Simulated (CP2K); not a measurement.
Band structure of ScGa5Fe (P4/mmm, 7 atoms in the cell).

```yaml
crystal:
  lattice:
    - [4.11746, 0.00000, 0.00000]
    - [0.00000, 4.11746, 0.00000]
    - [0.00000, 0.00000, 6.60474]
  atoms:
    - { symbol: Sc, position: [0.00000, 0.00000, 0.00000] }
    - { symbol: Ga, position: [0.00000, 0.50000, 0.30604] }
    - { symbol: Ga, position: [0.00000, 0.50000, 0.69396] }
    - { symbol: Ga, position: [0.50000, 0.00000, 0.30604] }
    - { symbol: Ga, position: [0.50000, 0.00000, 0.69396] }
    - { symbol: Ga, position: [0.50000, 0.50000, 0.00000] }
    - { symbol: Fe, position: [0.00000, 0.00000, 0.50000] }
```

Level of theory: PBEsol, GPW, DZVP-MOLOPT-SR-GTH basis, GTH-PBE potentials (GTH_POTENTIALS) (CP2K).

Settings: CUTOFF = 600 Ry; REL_CUTOFF = 50 Ry; SMEAR/METHOD = GAUSSIAN; SIGMA = 0.2 eV; KPOINTS/SCHEME = MONKHORST-PACK 5 5 3; XC_FUNCTIONAL = PBE:PBESOL; Sc/BASIS_SET = DZVP-MOLOPT-SR-GTH-q11; Sc/POTENTIAL = GTH-PBE-q11; Ga/BASIS_SET = DZVP-MOLOPT-SR-GTH-q13; Ga/POTENTIAL = GTH-PBE-q13; Fe/BASIS_SET = DZVP-MOLOPT-SR-GTH-q16; Fe/POTENTIAL = GTH-PBE-q16; METHOD = GPW; EPS_DEFAULT = 1e-10.

The starting cell comes from a database of computed structures (which also holds hypothetical and non-ambient phases and stackings), without a prior relaxation at this level. Its lattice was rescaled by a random factor within 2.5 % of one. Spin polarisation is off. Values carry the incompleteness of an atom-centred basis. The potentials were made for another functional than the one used.

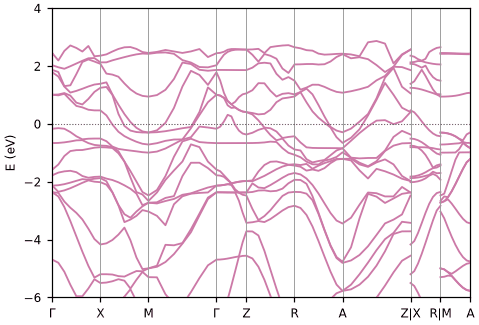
Figure: Bands along the path, energies from the Fermi level.

Levels in eV from the Fermi level, bands 43 to 48:
| point | 43 | 44 | 45 | 46 | 47 | 48 |
|---|---|---|---|---|---|---|
| Γ | -1.58 | -0.66 | -0.17 | 1.01 | 1.01 | 1.79 |
| X | -0.81 | -0.75 | -0.51 | 0.47 | 1.25 | 1.39 |
| M | -2.66 | -2.47 | -0.99 | -0.71 | -0.30 | -0.30 |
| Z | -1.98 | -0.66 | -0.37 | 0.41 | 0.41 | 1.06 |
| R | -1.40 | -1.07 | -0.88 | -0.43 | 0.95 | 1.02 |
| A | -1.21 | -0.98 | -0.84 | -0.84 | -0.66 | -0.29 |

Bands cross the Fermi level along this path, so the cell is metallic at this level.

Higher empty bands are left out: an atom-centred basis made for the valence describes them poorly.
